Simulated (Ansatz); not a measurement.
The figure comes from a scan of Li2O (anti-fluorite): the cell is scaled evenly about its relaxed volume V₀. These are PBE (plane waves to 420 eV, PAW, scalar-relativistic; Ansatz, a program for electronic structure) values and carry that method's errors. k mesh 12×12×12 (Γ-centred), Fermi-Dirac smearing 0.05 eV. The energy includes the smearing's −TS. Li2O was relaxed with its symmetry unable to fall. ΔE is measured from the relaxed starting cell.

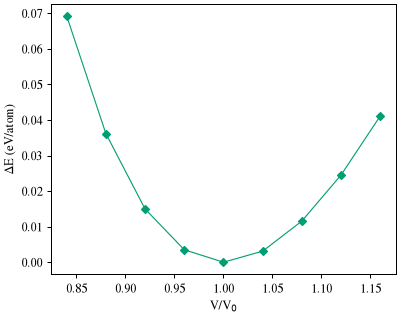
Fig. 1. ΔE (eV/atom) against V/V₀; one marker a computed point.

**Question.** Read the plotted values off the figure, to the accuracy that the plot allows.

**Answer.** To the nearest 0.001:

```csv
V/V₀,ΔE (eV/atom)
0.840,0.069
0.880,0.036
0.920,0.015
0.960,0.004
1.000,0.000
1.040,0.003
1.080,0.012
1.120,0.025
1.160,0.041
```

(Under strain, the slope of the energy per volume gives the stress and its curvature an elastic modulus.)
